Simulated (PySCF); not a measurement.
# CH4F2Si (SMILES C[SiH](F)F) at revPBE/cc-pVDZ

Aim: the energy change on altering one bond length of CH4F2Si at revPBE/cc-pVDZ, from 2 runs. The job is set up through a Python script.

The calculation is run with PySCF 2.14.0.

2 further runs of the same task are left out: 2 set aside as unsound or not needed.

### Step 1. Starting point

CH4F2Si: 8 atoms, total charge 0, spin state singlet. SMILES: `C[SiH](F)F`. The shape is that of a PBE0-D4/def2-TZVP optimisation.

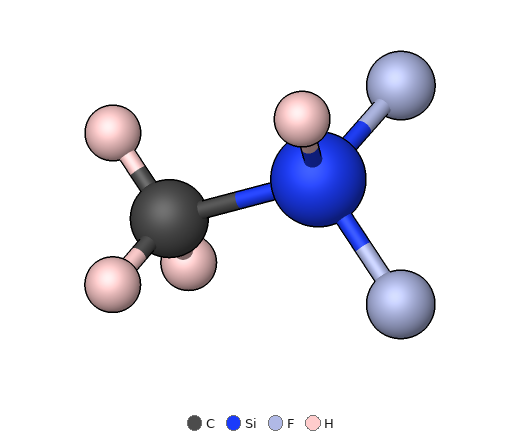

Viewed from a chosen angle; carbon dark grey, silicon blue, fluorine light blue, hydrogen pink.

### Step 2. The energy at revPBE/cc-pVDZ

File job.py:

```python
from pyscf import gto, dft

molecule = gto.M(
    atom='''
C       -0.387100       0.881700      -0.174700
Si       0.329300      -0.775200       0.180600
F        1.916300      -0.678300       0.226700
F       -0.035400      -1.783900      -0.994000
H       -0.013400       1.269000      -1.125400
H       -0.122700       1.591000       0.613300
H       -1.476800       0.824400      -0.231400
H       -0.118100      -1.385700       1.449000
''',
    verbose=4,
    basis='cc-pvdz',
    max_memory=1860,
)

mf = dft.RKS(molecule)
mf.xc = 'revpbe'
mf.conv_tol = 1e-10
mf.grids.level = 5
mf.kernel()
if not mf.converged:
    mf = mf.newton().run(mf.mo_coeff, mf.mo_occ)

e_tot = mf.e_tot
print('E = %.10f Eh' % e_tot)
```

Started as:

```bash
$ OMP_NUM_THREADS=1 python job.py
```

Output:

```text
PySCF version 2.14.0

[INPUT] num. atoms = 8
[INPUT] num. electrons = 42
[INPUT] charge = 0
[INPUT] spin (= nelec alpha-beta = 2S) = 0
[INPUT] symmetry False subgroup None
[INPUT] Mole.unit = angstrom
[INPUT] Symbol           X                Y                Z      unit          X                Y                Z       unit  Magmom
[INPUT]  1 C     -0.387100000000   0.881700000000  -0.174700000000 AA   -0.731512982819   1.666171524029  -0.330135153962 Bohr   0.0
[INPUT]  2 Si     0.329300000000  -0.775200000000   0.180600000000 AA    0.622286812819  -1.464915691763   0.341284538096 Bohr   0.0
[INPUT]  3 F      1.916300000000  -0.678300000000   0.226700000000 AA    3.621282172504  -1.281801230292   0.428400912439 Bohr   0.0
[INPUT]  4 F     -0.035400000000  -1.783900000000  -0.994000000000 AA   -0.066896304810  -3.371082433612  -1.878387767818 Bohr   0.0
[INPUT]  5 H     -0.013400000000   1.269000000000  -1.125400000000 AA   -0.025322330069   2.398062452073  -2.126697780586 Bohr   0.0
[INPUT]  6 H     -0.122700000000   1.591000000000   0.613300000000 AA   -0.231869395484   3.006554264183   1.158969032196 Bohr   0.0
[INPUT]  7 H     -1.476800000000   0.824400000000  -0.231400000000 AA   -2.790747540758   1.557890217091  -0.437282625224 Bohr   0.0
[INPUT]  8 H     -0.118100000000  -1.385700000000   1.449000000000 AA   -0.223176655311  -2.618593490810   2.738213154495 Bohr   0.0

nuclear repulsion = 183.047944627282
number of shells = 32
number of NR pGTOs = 147
number of NR cGTOs = 80
basis = cc-pvdz
ecp = {}

******** <class 'pyscf.dft.rks.RKS'> ********
method = RKS
initial guess = minao
damping factor = 0
level_shift factor = 0
DIIS = <class 'pyscf.scf.diis.CDIIS'>
diis_start_cycle = 1
diis_space = 8
diis_damp = 0
SCF conv_tol = 1e-10
SCF conv_tol_grad = None
SCF max_cycles = 50
direct_scf = True
direct_scf_tol = 1e-13
XC library pyscf.dft.libxc version 7.0.0
    S. Lehtola, C. Steigemann, M. J.T. Oliveira, and M. A.L. Marques.,  SoftwareX 7, 1–5 (2018)
XC functionals = revpbe
    Y. Zhang and W. Yang.,  Phys. Rev. Lett. 80, 890 (1998)
    J. P. Perdew, K. Burke, and M. Ernzerhof.,  Phys. Rev. Lett. 77, 3865 (1996)
    J. P. Perdew, K. Burke, and M. Ernzerhof.,  Phys. Rev. Lett. 78, 1396 (1997)
radial grids:
    Treutler-Ahlrichs [JCP 102, 346 (1995); DOI:10.1063/1.469408] (M4) radial grids

becke partition: Becke, JCP 88, 2547 (1988); DOI:10.1063/1.454033
pruning grids: <function nwchem_prune>
grids dens level: 5
symmetrized grids: False
atomic radii adjust function: <function treutler_atomic_radii_adjust>
small_rho_cutoff = 0
Set gradient conv threshold to 1e-05
Initial guess from minao.
tot grids = 268448
init E= -529.844157073749
  HOMO = -0.351447124522699  LUMO = -0.0102241555172737  gap/eV = 9.28515
cycle= 1 E= -529.53093294617  delta_E= 0.313  |g|= 0.85  |ddm|= 2.39
  HOMO = -0.200195197797066  LUMO = 0.049930193010042  gap/eV = 6.80626
cycle= 2 E= -529.220471719323  delta_E= 0.31  |g|=  1.6  |ddm|= 1.69
  HOMO = -0.269727350747688  LUMO = 0.0322971669589878  gap/eV = 8.21851
cycle= 3 E= -529.659091933793  delta_E= -0.439  |g|= 0.144  |ddm|= 1.16
  HOMO = -0.283535080944705  LUMO = 0.0283012931154123  gap/eV = 8.48550
cycle= 4 E= -529.663706924389  delta_E= -0.00461  |g|= 0.0478  |ddm|= 0.153
  HOMO = -0.282558603727026  LUMO = 0.0280183340736371  gap/eV = 8.45123
cycle= 5 E= -529.664269745012  delta_E= -0.000563  |g|= 0.00713  |ddm|= 0.0465
  HOMO = -0.282089907531319  LUMO = 0.02828213373706  gap/eV = 8.44565
cycle= 6 E= -529.664287758967  delta_E= -1.8e-05  |g|= 0.0014  |ddm|= 0.0106
  HOMO = -0.281972359493214  LUMO = 0.0283601411756602  gap/eV = 8.44458
cycle= 7 E= -529.664288227147  delta_E= -4.68e-07  |g|= 0.000253  |ddm|= 0.00131
  HOMO = -0.281999463223587  LUMO = 0.0283398734349216  gap/eV = 8.44476
cycle= 8 E= -529.664288242306  delta_E= -1.52e-08  |g|= 3.25e-05  |ddm|= 0.000281
  HOMO = -0.281999884130084  LUMO = 0.0283410907957715  gap/eV = 8.44481
cycle= 9 E= -529.664288242656  delta_E= -3.5e-10  |g|= 1.04e-05  |ddm|= 4.35e-05
  HOMO = -0.282000760483199  LUMO = 0.028340042834901  gap/eV = 8.44480
cycle= 10 E= -529.66428824268  delta_E= -2.42e-11  |g|= 5.34e-06  |ddm|= 1.15e-05
  HOMO = -0.282000545287516  LUMO = 0.028340225552999  gap/eV = 8.44480
Extra cycle  E= -529.664288242666  delta_E= 1.39e-11  |g|= 1.06e-05  |ddm|= 1e-05
converged SCF energy = -529.664288242666
E = -529.6642882427 Eh
```

It took 18 s on 1 thread of Intel Xeon at 2.70GHz, shared host; peak memory 0.41 GiB.

### Step 3. The distorted shape at the same level

File input.py:

```python
from pyscf import gto, dft

system = gto.M(
    atom='''
C     -1.137643     2.605477    -0.531557
Si     0.622287    -1.464916     0.341285
F      3.621282    -1.281801     0.428401
F     -0.066896    -3.371082    -1.878388
H     -0.431453     3.337368    -2.328120
H     -0.638000     3.945860     0.957547
H     -3.196878     2.497196    -0.638705
H     -0.223177    -2.618593     2.738213
''',
    unit='bohr',
    charge=0,
    basis='cc-pvdz',
    verbose=4,
    max_memory=1860,
)

mf = dft.RKS(system, xc='revpbe')
mf.conv_tol = 1e-10
mf.grids.level = 5
mf.kernel()
if not mf.converged:
    mf = mf.newton().run(mf.mo_coeff, mf.mo_occ)

e_final = mf.e_tot
print('E = %.10f Eh' % e_final)
```

Started as:

```bash
$ OMP_NUM_THREADS=1 python input.py
```

Output:

```text
PySCF version 2.14.0

[INPUT] num. atoms = 8
[INPUT] num. electrons = 42
[INPUT] charge = 0
[INPUT] spin (= nelec alpha-beta = 2S) = 0
[INPUT] symmetry False subgroup None
[INPUT] Mole.unit = bohr
[INPUT] Symbol           X                Y                Z      unit          X                Y                Z       unit  Magmom
[INPUT]  1 C     -0.602014749763   1.378759051976  -0.281287850705 AA   -1.137643000000   2.605477000000  -0.531557000000 Bohr   0.0
[INPUT]  2 Si     0.329300099052  -0.775200163112   0.180600244429 AA    0.622287000000  -1.464916000000   0.341285000000 Bohr   0.0
[INPUT]  3 F      1.916299908715  -0.678299878134   0.226700046335 AA    3.621282000000  -1.281801000000   0.428401000000 Bohr   0.0
[INPUT]  4 F     -0.035399838702  -1.783899770543  -0.994000122866 AA   -0.066896000000  -3.371082000000  -1.878388000000 Bohr   0.0
[INPUT]  5 H     -0.228315095183   1.766059090054  -1.231988048287 AA   -0.431453000000   3.337368000000  -2.328120000000 Bohr   0.0
[INPUT]  6 H     -0.337615060567   2.088059189481   0.506712050785 AA   -0.638000000000   3.945860000000   0.957547000000 Bohr   0.0
[INPUT]  7 H     -1.691714983692   1.321459214401  -0.337988130501 AA   -3.196878000000   2.497196000000  -0.638705000000 Bohr   0.0
[INPUT]  8 H     -0.118100182401  -1.385699740275   1.448999918245 AA   -0.223177000000  -2.618593000000   2.738213000000 Bohr   0.0

nuclear repulsion = 171.564870594862
number of shells = 32
number of NR pGTOs = 147
number of NR cGTOs = 80
basis = cc-pvdz
ecp = {}

******** <class 'pyscf.dft.rks.RKS'> ********
method = RKS
initial guess = minao
damping factor = 0
level_shift factor = 0
DIIS = <class 'pyscf.scf.diis.CDIIS'>
diis_start_cycle = 1
diis_space = 8
diis_damp = 0
SCF conv_tol = 1e-10
SCF conv_tol_grad = None
SCF max_cycles = 50
direct_scf = True
direct_scf_tol = 1e-13
XC library pyscf.dft.libxc version 7.0.0
    S. Lehtola, C. Steigemann, M. J.T. Oliveira, and M. A.L. Marques.,  SoftwareX 7, 1–5 (2018)
XC functionals = revpbe
    Y. Zhang and W. Yang.,  Phys. Rev. Lett. 80, 890 (1998)
    J. P. Perdew, K. Burke, and M. Ernzerhof.,  Phys. Rev. Lett. 77, 3865 (1996)
    J. P. Perdew, K. Burke, and M. Ernzerhof.,  Phys. Rev. Lett. 78, 1396 (1997)
radial grids:
    Treutler-Ahlrichs [JCP 102, 346 (1995); DOI:10.1063/1.469408] (M4) radial grids

becke partition: Becke, JCP 88, 2547 (1988); DOI:10.1063/1.454033
pruning grids: <function nwchem_prune>
grids dens level: 5
symmetrized grids: False
atomic radii adjust function: <function treutler_atomic_radii_adjust>
small_rho_cutoff = 0
Set gradient conv threshold to 1e-05
[... 1 set-up line as earlier in the session ...]
tot grids = 268448
init E= -529.636477222494
  HOMO = -0.305508382028692  LUMO = -0.0676583292980162  gap/eV = 6.47223
cycle= 1 E= -529.476333896312  delta_E= 0.16  |g|= 0.855  |ddm|= 2.33
  HOMO = -0.201091117631354  LUMO = -0.0023326801417447  gap/eV = 5.40849
cycle= 2 E= -529.042677172718  delta_E= 0.434  |g|= 1.73  |ddm|= 1.78
  HOMO = -0.245874468543619  LUMO = -0.0229752631715958  gap/eV = 6.06540
cycle= 3 E= -529.619140218696  delta_E= -0.576  |g|= 0.0725  |ddm|= 1.25
  HOMO = -0.257884796246116  LUMO = -0.0334480245778579  gap/eV = 6.10724
cycle= 4 E= -529.619033172064  delta_E= 0.000107  |g|= 0.0789  |ddm|= 0.133
  HOMO = -0.253387396579784  LUMO = -0.0303770048650942  gap/eV = 6.06842
cycle= 5 E= -529.620686002369  delta_E= -0.00165  |g|= 0.0127  |ddm|= 0.0823
  HOMO = -0.253309903381207  LUMO = -0.0300660480775861  gap/eV = 6.07477
cycle= 6 E= -529.620754305326  delta_E= -6.83e-05  |g|= 0.00183  |ddm|= 0.0205
  HOMO = -0.253155003131457  LUMO = -0.0299280165866453  gap/eV = 6.07432
cycle= 7 E= -529.620755126184  delta_E= -8.21e-07  |g|= 0.000269  |ddm|= 0.00194
  HOMO = -0.253175694028866  LUMO = -0.0299501927897401  gap/eV = 6.07428
cycle= 8 E= -529.620755141355  delta_E= -1.52e-08  |g|= 6.26e-05  |ddm|= 0.000289
  HOMO = -0.253176807418802  LUMO = -0.0299495304957937  gap/eV = 6.07432
cycle= 9 E= -529.620755143037  delta_E= -1.68e-09  |g|= 1.01e-05  |ddm|= 9.7e-05
  HOMO = -0.253178672453746  LUMO = -0.0299513801958562  gap/eV = 6.07432
cycle= 10 E= -529.620755143066  delta_E= -2.93e-11  |g|= 3.46e-06  |ddm|= 1.32e-05
  HOMO = -0.253177871088122  LUMO = -0.0299506589708427  gap/eV = 6.07432
Extra cycle  E= -529.620755143059  delta_E= 7.16e-12  |g|= 6.42e-06  |ddm|= 8.53e-06
converged SCF energy = -529.620755143059
E = -529.6207551431 Eh
```

Run time: 15 s. Hardware: 1 thread of Intel Xeon at 2.70GHz, shared host; peak memory 0.41 GiB.

### Step 4. Outcome

Level: revPBE/cc-pVDZ.

| quantity | value |
| --- | --- |
| first shape: total energy | -529.66429 Eh |
| first shape: dipole moment | 2.02 D |
| first shape: HOMO energy | -7.67 eV |
| first shape: LUMO energy | 0.77 eV |
| first shape: HOMO–LUMO gap | 8.44 eV |
| distorted shape: total energy | -529.62076 Eh |
| distorted shape: dipole moment | 1.38 D |
| distorted shape: HOMO energy | -6.89 eV |
| distorted shape: LUMO energy | -0.81 eV |
| distorted shape: HOMO–LUMO gap | 6.07 eV |
| energy change with the C1–Si2 bond stretched from 1.840 to 2.392 Å | 1.185 eV |

**Reading.** With the C1–Si2 bond stretched from 1.840 to 2.392 Å the energy rises by 1.18 eV (27 kcal/mol). The first shape isn't relaxed at this level, so the change isn't measured from a minimum. Mulliken charges (distorted shape) run from -0.30 on C1 to +0.72 on Si2; they depend strongly on the basis.
